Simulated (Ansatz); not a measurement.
# Be (P4_2/mnm, 4 atoms in the cell): from the cell to its phonons

How does Be (P4_2/mnm, 4 atoms in the cell) vibrate, and is this structure a minimum?

Method: DFT PBEsol, scalar-relativistic, plane waves, norm-conserving pseudopotentials, in Ansatz 0.2.0.

This is not the structure that Be takes at ambient pressure and room temperature (hexagonal, No. 194); it is a model or a phase of other conditions.

### 1. Set-up

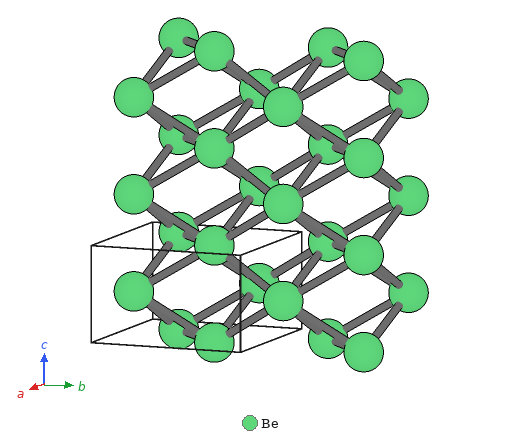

The starting structure, seen slightly off an axis (beryllium green). 1×2×3 cells are drawn. Some periodic images of atoms are drawn too.

### 2. Bringing the structure to rest

Harmonic phonons are second derivatives at a point where the forces vanish, and they are wanted at zero stress, so atoms and cell are relaxed first.

Contents of input.yaml:

```yaml
crystal:
  lattice:
    - [3.746814, 0.0, 0.0]
    - [0.0, 3.746814, 0.0]
    - [0.0, 0.0, 2.28128]
  atoms:
    - { symbol: Be, position: [0.297408, 0.297408, 0.0] }
    - { symbol: Be, position: [0.702592, 0.702592, 0.0] }
    - { symbol: Be, position: [0.202592, 0.797408, 0.5] }
    - { symbol: Be, position: [0.797408, 0.202592, 0.5] }
kpoints:
  mp_grid: { grid: [12, 12, 18] }
hamiltonian:
  xc: pbesol
  pseudopotentials: { kind: nc }
scf:
  occupations: { method: gaussian, width: 0.1 }
output:
  forces: true
  stress: true
  eigenvalues: true
  write_density: true
  write_potential: true
  elf: true
  volumetric_format: npy
relax:
  adjacent_minimum: "off"
  f_tol: 0.005
  max_steps: 80
  cell: { stress_tol: 0.05 }
```

Launch:

```sh
$ ansatz run input.yaml --threads 4 --pin off --max-ram 7168MiB --backend cpu --events-out ev --progress --plain --runs-dir out
```

Numbers of over 12 decimals in the logs are rounded to 6 here.

The program printed:

```text
Engine: ansatz 0.2.0, aarch64-unknown-linux-gnu
Pseudopotentials: kind: nc
Pseudopotential: Be, nc, valence charge 4, recommended cutoff 1197.300995 eV (normal), Be.nc.azcp (PseudoDojo's, or run here from an input of PseudoDojo's: the run reads no file of this project's for it)
Functional definition: PBEsol
  exchange = pbesol_x
  correlation = pbesol_c
Crystal: 4 atoms, lattice volume = 32.026 Å³
Basis set: ecut = 1197.300995 eV, 3041 PW (Γ), exchange–correlation on 90×90×54 points (8 copies of the dense FFT grid, shifted against one another)
Bands: 12, of which v1, the nominal top of the filled ones, is band 8 counted from 1 (7 counted from 0)
Symmetry: 16 space group operations
Space group: P42/mnm (ITA 136), of the structure as read, at distance tolerance 3.2e-5 Å
k-points: 280 of 2592
Non-local potential: Be, projectors of the file, l = 0: 2, l = 1: 2
Initial density: superposition of atomic densities (chi_scale 0.1, normalization cell)
Initial wavefunctions: pseudopotential atomic-orbital guess
Functional: x = pbesol(κ = 0.804, μ = 0.123457), c = pbesol(β = 0.046)
SCF iter   1: F=—  HF=-1510.914439 eV  |F-HF|=—  |Δ(HF+E_count)|=         —  Δρ=3.86e-2  dr2=1.07e-1  ethr=3.10e-3  ⟨swp⟩=5.3  Hψ=21461  notcnv=0
preconditioner: auto → none  [metal: Δε(μ)=0.003 eV  Ē_g=9.445 eV  σ=0.100 eV  W_gap=0.02  n_scr=8 (ndim 8)  ℏωp=18.6 eV  f_vac=0.000  D(μ)=0.45/eV (n_scr^D=0)  sad-step TF]
SCF iter   2: F=—  HF=-1510.894917 eV  |F-HF|=—  |Δ(HF+E_count)|=   1.95e-2  Δρ=2.03e-2  dr2=3.93e-2  ethr=6.71e-4  ⟨swp⟩=1.0  Hψ=5609  notcnv=0
SCF iter   3: F=—  HF=-1510.882647 eV  |F-HF|=—  |Δ(HF+E_count)|=   1.23e-2  Δρ=1.62e-3  dr2=7.74e-5  ethr=2.46e-4  ⟨swp⟩=2.1  Hψ=4401  notcnv=0
SCF iter   4: F=—  HF=-1510.882652 eV  |F-HF|=—  |Δ(HF+E_count)|=   4.70e-6  Δρ=1.07e-4  dr2=6.48e-7  ethr=4.84e-7  ⟨swp⟩=1.2  Hψ=3558  notcnv=0
SCF iter   5: F=-1510.882652 eV  HF=-1510.882652 eV  |F-HF|=1.98e-11  |Δ(HF+E_count)|=   3.10e-8  Δρ=4.23e-6  dr2=1.45e-9  ethr=6.25e-10  ⟨swp⟩=9.9  Hψ=22742  notcnv=0
SCF 1 converged in 5 iterations: F = -1510.882652 eV  dr2 = 1.45e-9
relax step   1: F+E_penalty+E_count = -1510.88265164 eV  Δ(F+E_penalty+E_count) = +0.000e0 eV  max|allowed force component| = 1.523e-3 eV/Å  Δτ_max = 0.0000 Å  P = -0.433 GPa  Ω = 32.026 Å³  (5 SCF iters, dr2 threshold 1.00e-7 eV, accepted)
Crystal: 4 atoms, lattice volume = 31.964 Å³
Basis set: ecut = 1197.300995 eV, 3057 PW (Γ), exchange–correlation on 90×90×54 points (8 copies of the dense FFT grid, shifted against one another)
Initial density: handed on by an earlier stage of this run
Initial wavefunctions: those handed on with the density
iter 1 solved again at ethr=5.18e-7 eV; its pass at ethr=3.10e-3 eV (dr2=8.29e-5 eV) is discarded
SCF iter   1: F=—  HF=-1510.884439 eV  |F-HF|=—  |Δ(HF+E_count)|=         —  Δρ=6.98e-4  dr2=7.95e-5  ethr=5.18e-7  ⟨swp⟩=1.8  Hψ=26578  notcnv=0
preconditioner: auto → none  [metal: Δε(μ)=0.022 eV  Ē_g=9.450 eV  σ=0.100 eV  W_gap=0.12  n_scr=8 (ndim 8)  ℏωp=18.6 eV  f_vac=0.000  D(μ)=0.42/eV (n_scr^D=0)]
SCF iter   2: F=—  HF=-1510.884424 eV  |F-HF|=—  |Δ(HF+E_count)|=   1.47e-5  Δρ=3.22e-4  dr2=1.60e-5  ethr=4.97e-7  ⟨swp⟩=1.0  Hψ=3360  notcnv=0
SCF iter   3: F=-1510.884422 eV  HF=-1510.884422 eV  |F-HF|=4.78e-9  |Δ(HF+E_count)|=   2.52e-6  Δρ=1.30e-5  dr2=9.75e-9  ethr=2.50e-9  ⟨swp⟩=7.1  Hψ=19313  notcnv=0
SCF 2 converged in 3 iterations: F = -1510.884422 eV  dr2 = 9.75e-9
relax step   2: F+E_penalty+E_count = -1510.88442181 eV  Δ(F+E_penalty+E_count) = -1.770e-3 eV  max|allowed force component| = 1.088e-2 eV/Å  Δτ_max = 0.0017 Å  P = -0.136 GPa  Ω = 31.964 Å³  energy of the carried Pulay correction = +1.751e-5 eV  (3 SCF iters, dr2 threshold 4.00e-7 eV, accepted)
Crystal: 4 atoms, lattice volume = 31.939 Å³
iter 1 solved again at ethr=1.03e-7 eV; its pass at ethr=3.10e-3 eV (dr2=1.64e-5 eV) is discarded
SCF iter   1: F=—  HF=-1510.884550 eV  |F-HF|=—  |Δ(HF+E_count)|=         —  Δρ=5.36e-4  dr2=1.67e-5  ethr=1.03e-7  ⟨swp⟩=2.0  Hψ=26140  notcnv=0
preconditioner: auto → none  [metal: Δε(μ)=0.028 eV  Ē_g=9.456 eV  σ=0.100 eV  W_gap=0.16  n_scr=8 (ndim 8)  ℏωp=18.6 eV  f_vac=0.000  D(μ)=0.42/eV (n_scr^D=0)]
SCF iter   2: F=—  HF=-1510.884543 eV  |F-HF|=—  |Δ(HF+E_count)|=   6.41e-6  Δρ=2.53e-4  dr2=2.57e-6  ethr=1.03e-7  ⟨swp⟩=1.0  Hψ=3362  notcnv=0
SCF iter   3: F=-1510.884543 eV  HF=-1510.884543 eV  |F-HF|=3.35e-9  |Δ(HF+E_count)|=   5.54e-7  Δρ=2.93e-5  dr2=2.18e-8  ethr=1.47e-9  ⟨swp⟩=6.6  Hψ=17931  notcnv=0
SCF 3 converged in 3 iterations: F = -1510.884543 eV  dr2 = 2.18e-8
relax step   3: F+E_penalty+E_count = -1510.88454290 eV  Δ(F+E_penalty+E_count) = -1.211e-4 eV  max|allowed force component| = 3.081e-3 eV/Å  Δτ_max = 0.0021 Å  P = -0.011 GPa  Ω = 31.939 Å³  energy of the carried Pulay correction = +2.458e-5 eV  (3 SCF iters, dr2 threshold 2.35e-7 eV, accepted)
Initial wavefunctions: pseudopotential atomic-orbital guess (no wavefunctions were taken with the density)
iter 1 solved again at ethr=6.32e-10 eV; its pass at ethr=3.10e-3 eV (dr2=1.01e-7 eV) is discarded
SCF iter   1: F=—  HF=-1510.884530 eV  |F-HF|=—  |Δ(HF+E_count)|=         —  Δρ=3.06e-5  dr2=2.28e-8  ethr=6.32e-10  ⟨swp⟩=3.7  Hψ=33043  notcnv=0
SCF iter   2: F=—  HF=-1510.884527 eV  |F-HF|=—  |Δ(HF+E_count)|=   2.21e-6  Δρ=1.50e-5  dr2=5.18e-9  ethr=1.42e-10  ⟨swp⟩=1.0  Hψ=3360  notcnv=0
SCF iter   3: F=-1510.884527 eV  HF=-1510.884527 eV  |F-HF|=2.96e-12  |Δ(HF+E_count)|=  7.79e-10  Δρ=3.53e-7  dr2=4.40e-12  ethr=1.00e-12  ⟨swp⟩=5.0  Hψ=14655  notcnv=0
SCF 4 converged in 3 iterations: F = -1510.884527 eV  dr2 = 4.40e-12
relax step   4: F+E_penalty+E_count = -1510.88452738 eV  Δ(F+E_penalty+E_count) = +1.552e-5 eV  max|allowed force component| = 3.073e-3 eV/Å  Δτ_max = 0.0000 Å  P = -0.013 GPa  Ω = 31.939 Å³  stress off target by 3.50e-2 GPa  SCF on the basis re-selected at this cell (its energy is not comparable with the rows above)  (3 SCF iters)
basis re-selected at this cell: Δ(F+E_penalty+E_count) = +1.552e-5 eV, ΔP = -0.002 GPa vs the last step (what re-selecting the basis moved, of the pressure what is left beyond the Pulay correction that the steps carried, after the strain that the cell walked since its last selection, with what the two solves' SCF thresholds leave and, on support functions, any second-order correction that the steps lacked; it is no m [...]
SCF converged after 3 iterations
Free energy (F): -1510.884527 eV
Harris-Foulkes:  -1510.884527 eV  (|F-HF|=2.96e-12)
Internal energy: -1510.882421 eV  (E = F + TS)
E sigma→0 (E₀):  -1510.883474 eV
Entropy (-TS):   -0.002106 eV (-0.527 meV/atom)
Fermi energy:    8.512426 eV
--- Per-component energies (eV) ---
  E_band       = -694.288531
  E_kinetic    = 946.661822
  E_local      = -653.918693  (includes V_loc(G=0)·N_el)
  E_nonlocal   = -1107.729482
  E_hartree    = 229.443127
  E_xc         = -260.421043
  E_vxc        = -338.188429  (∫ρ·V_xc dr)
  E_ewald      = -664.918152
  E_smearing   = -0.002106  (= −TS)
  E_closure    = -0.000000  (closes the sum)
  Σ components = -1510.884527   (vs F -1510.884527, Δ=0.00e0)
--- Forces (eV/Å), atoms counted from 1 ---
  atom   1  Be     0.00307314     0.00307314    -0.00000000
  atom   2  Be    -0.00307314    -0.00307314     0.00000000
  atom   3  Be    -0.00307314     0.00307314    -0.00000000
  atom   4  Be     0.00307314    -0.00307314     0.00000000
  max |Σ_I F_I| component: 1.39e-17 eV/Å
--- Stress (GPa, compression-positive) ---
       -0.035017      -0.000000       0.000000
       -0.000000      -0.035017       0.000000
        0.000000       0.000000       0.031764
  P = ⅓ Tr σ = -0.0128 GPa (-0.128 kbar)
--- Band table (eV; the first three rows and the last of 280) ---
  k-point 0: bands = [... 4 lower, -2.6144, 3.5076, 4.0943, 7.4433, 7.4433, 13.3169, 13.3169, 15.8158]
  k-point 1: bands = [... 4 lower, -2.5482, 3.5929, 4.1829, 7.4942, 7.4942, 13.3626, 13.3626, 15.8853]
  k-point 2: bands = [... 4 lower, -2.3495, 3.8481, 4.4487, 7.6438, 7.6438, 13.4993, 13.4993, 14.5978]
  k-point 279: bands = [... 4 lower, 4.7925, 4.7925, 5.1540, 5.1540, 10.4050, 10.4050, 10.4199, 10.4199]
--- Relaxed structure (3 steps of the walk, 3 accepted, 1 SCFs on fresh bases) ---
  F+E_penalty+E_count = -1510.88452738 eV   max|allowed force component| = 3.073e-3 eV/Å   (the final SCF, on the basis selected at the relaxed cell)
  cell:  # Å, volume = 31.9387 Å³
    - [3.756162, 0, 0]
    - [0, 3.756162, 0]
    - [0, 0, 2.263754]
  atoms:
    - { symbol: Be, position: [0.298112, 0.298112, 0] }
    - { symbol: Be, position: [0.701888, 0.701888, 0] }
    - { symbol: Be, position: [0.201888, 0.798112, 0.500000] }
    - { symbol: Be, position: [0.798112, 0.201888, 0.500000] }
```

Run time: 26 s. Hardware: 4 threads of Arm Neoverse V1, shared host; peak memory 0.68 GiB.

Relaxation path:

```
step  energy less that of the first step (eV)  largest force component (eV/Å)  pressure (GPa)  volume (Å³)
   1                                   0.0000                          0.0015           -0.43        32.03
   2                                  -0.0018                          0.0109           -0.14        31.96
   3                                  -0.0019                          0.0031           -0.01        31.94
  4*                                  -0.0019                          0.0031           -0.01        31.94
```

Relaxation steps marked * repeat the geometry before them on a plane-wave basis chosen anew for their cell, so energy and pressure can jump there.

Forces are held to the 16 operations that the run works with; a distortion that breaks them can't arise in this run.

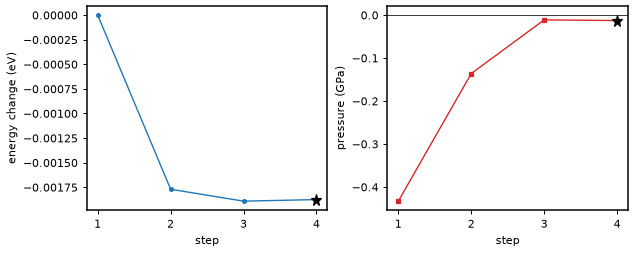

Energy and pressure along the relaxation. Stars mark steps on a basis chosen anew.

```
conventional cell, symmetrised  before  after  change
                         a (Å)   3.747  3.756  +0.2 %
                         b (Å)   3.747  3.756  +0.2 %
                         c (Å)   2.281  2.264  -0.8 %
              volume (Å³/atom)    8.01   7.98  -0.3 %
```

The relaxed structure:

```xyz
4
Lattice="3.7562 0.0000 0.0000 0.0000 3.7562 0.0000 0.0000 0.0000 2.2638" Properties=species:S:1:pos:R:3 pbc="T T T"
Be    1.1198    1.1198    0.0000
Be    2.6364    2.6364    0.0000
Be    0.7583    2.9978    1.1319
Be    2.9978    0.7583    1.1319
```

This step gave:

| Property | Result |
| --- | --- |
| pressure | -0.01276 GPa |
| volume per atom | 7.985 Å³ |
| gap on the k-mesh | 0 eV |

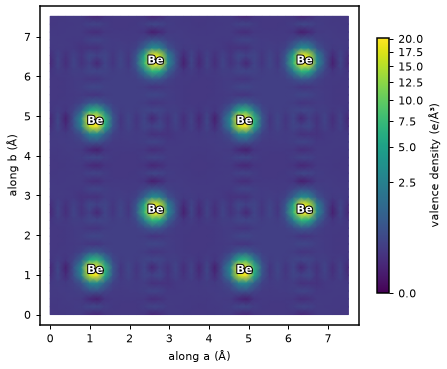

Valence density in the ab plane at fractional z = 0.000, with atoms of Be within 0.2 Å of it. It is the smooth field of the valence electrons, not physical close to the nuclei. The colour scale is stretched toward low values.

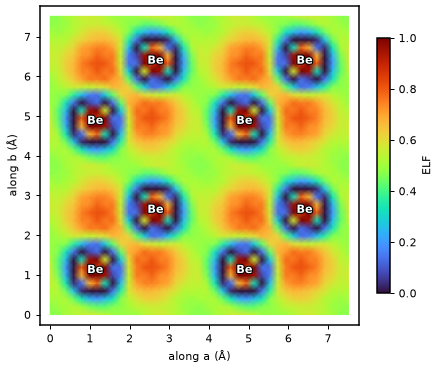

ELF in the ab plane at fractional z = 0.000, with atoms of Be within 0.2 Å of it. It is the smooth field of the valence electrons, not physical close to the nuclei.

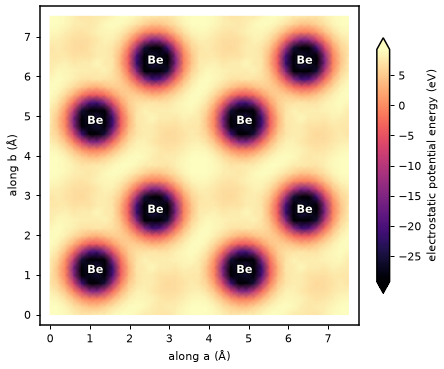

Electrostatic potential energy in the ab plane at fractional z = 0.000, with atoms of Be within 0.2 Å of it. With pseudopotentials it is smooth inside the atoms' cores, unlike the true potential.

In this step the volume went from 8.01 to 7.98 Å³/atom.

### 3. Tight relaxation

Phonons need a cell at rest on their own settings, so the relaxation is repeated with tight tolerances on forces and stress on the k mesh and occupations of the first response run.

Contents of input.yaml:

```yaml
crystal:
  lattice:
    - [3.7561622799, 0.0, 0.0]
    - [0.0, 3.7561622799, 0.0]
    - [0.0, 0.0, 2.2637539447]
  atoms:
    - { symbol: Be, position: [0.2981116612, 0.2981116612, 0.0] }
    - { symbol: Be, position: [0.7018883388, 0.7018883388, 0.0] }
    - { symbol: Be, position: [0.2018883388, 0.7981116612, 0.5] }
    - { symbol: Be, position: [0.7981116612, 0.2018883388, 0.5] }
kpoints:
  mp_grid: { grid: [12, 12, 20] }
hamiltonian:
  xc: pbesol
  pseudopotentials: { kind: nc }
scf:
  occupations: { method: methfessel_paxton, width: 0.2 }
output:
  forces: true
  stress: true
  eigenvalues: true
relax:
  adjacent_minimum: "off"
  f_tol: 0.001
  max_steps: 60
  cell: { stress_tol: 0.01 }
```

The program printed:

```text
[...]
Crystal: 4 atoms, lattice volume = 31.939 Å³
Basis set: ecut = 1197.300995 eV, 3057 PW (Γ), exchange–correlation on 90×90×54 points (8 copies of the dense FFT grid, shifted against one another)
Bands: 12, of which v1, the nominal top of the filled ones, is band 8 counted from 1 (7 counted from 0)
Symmetry: 16 space group operations
[...]
k-points: 308 of 2880
[...]
--- Relaxed structure (4 steps of the walk, 4 accepted, 1 SCFs on fresh bases) ---
[...]
cell:  # Å, volume = 31.9062 Å³
    - [3.743882, 0, 0]
    - [0, 3.743882, 0]
    - [0, 0, 2.276309]
  atoms:
    - { symbol: Be, position: [0.297231, 0.297231, 0] }
    - { symbol: Be, position: [0.702769, 0.702769, 0] }
    - { symbol: Be, position: [0.202769, 0.797231, 0.5] }
    - { symbol: Be, position: [0.797231, 0.202769, 0.5] }
[key lines of the parts left out:]
SCF converged after 3 iterations
Free energy (F): -1510.884005 eV
Fermi energy:    8.496730 eV
P = ⅓ Tr σ = -0.0027 GPa (-0.027 kbar)
```

It took 32 s on 4 threads; peak memory 0.71 GiB.

Step by step:

```
step  energy less that of the first step (eV)  largest force component (eV/Å)  pressure (GPa)  volume (Å³)
   1                                   0.0000                          0.0054           -0.03        31.94
   2                                  -0.0013                          0.0107           -0.04        31.93
   3                                  -0.0014                          0.0036           -0.02        31.91
   4                                  -0.0014                          0.0001            0.00        31.91
  5*                                  -0.0014                          0.0001            0.00        31.91
```

Relaxation steps marked * repeat the geometry before them on a plane-wave basis chosen anew for their cell, so energy and pressure can jump there.

Forces are held to the 16 operations that the run works with; a distortion that breaks them can't arise in this run.

```
conventional cell, symmetrised  before  after  change
                         a (Å)   3.756  3.744  -0.3 %
                         b (Å)   3.756  3.744  -0.3 %
                         c (Å)   2.264  2.276  +0.6 %
              volume (Å³/atom)    7.98   7.98  -0.1 %
```

The relaxed structure:

```xyz
4
Lattice="3.7439 0.0000 0.0000 0.0000 3.7439 0.0000 0.0000 0.0000 2.2763" Properties=species:S:1:pos:R:3 pbc="T T T"
Be    1.1128    1.1128    0.0000
Be    2.6311    2.6311    0.0000
Be    0.7591    2.9847    1.1382
Be    2.9847    0.7591    1.1382
```

Numbers from this step:

```yaml
pressure: -0.002684 GPa
volume_per_atom: 7.977 Å³
```

The largest force component left is 0.13 meV/Å and the pressure is -0.003 GPa, within the tolerances set. The cell now holds 7.98 Å³/atom.

(Continued in part 2 of 2.)

[Logs are printed without paths, hosts, clocks, repeated set-up lines and the standing remarks that a program may print on its own settings, such as how far it seeks lower states.]

[Hosts, paths, dates, database ids (printed as entryN), source tags and the programs' standing remarks are cut or masked in the printed files.]
